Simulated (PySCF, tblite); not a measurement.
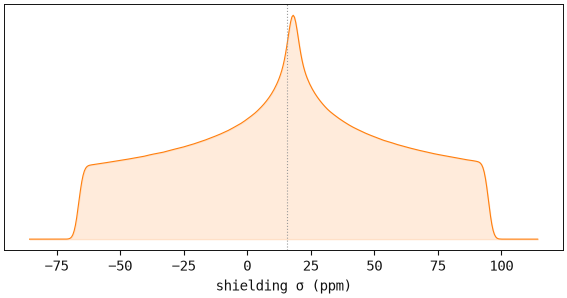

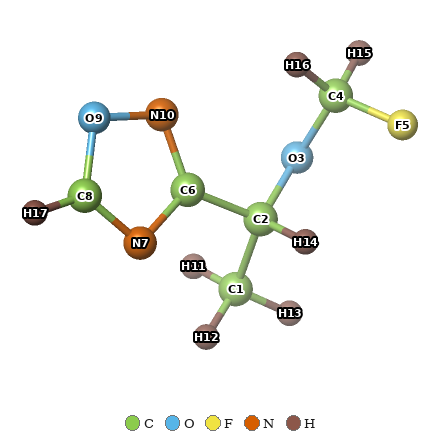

Static powder pattern (¹³C) from GIAO shielding tensors of C₅H₇FN₂O₂, SMILES C[C@@H](OCF)c1ncon1, PBE0/pcSseg-1, PySCF, at a GFN2-xTB geometry (a minimum by its frequencies); absolute shielding, one fixed geometry of the isolated molecule without any motion, no dipolar terms. The dotted line is the isotropic value; skew is 3(σiso − σ22)/span.

The pattern belongs to C8. Give the principal values, span and skew.

Answer. C8: σ11, σ22, σ33 = −66, 18, 95 ppm, isotropic 16, span 161 ppm, skew −0.05.

Caveats: the tight-binding geometry is rougher than a DFT one and adds to the error; one conformer of a flexible molecule.
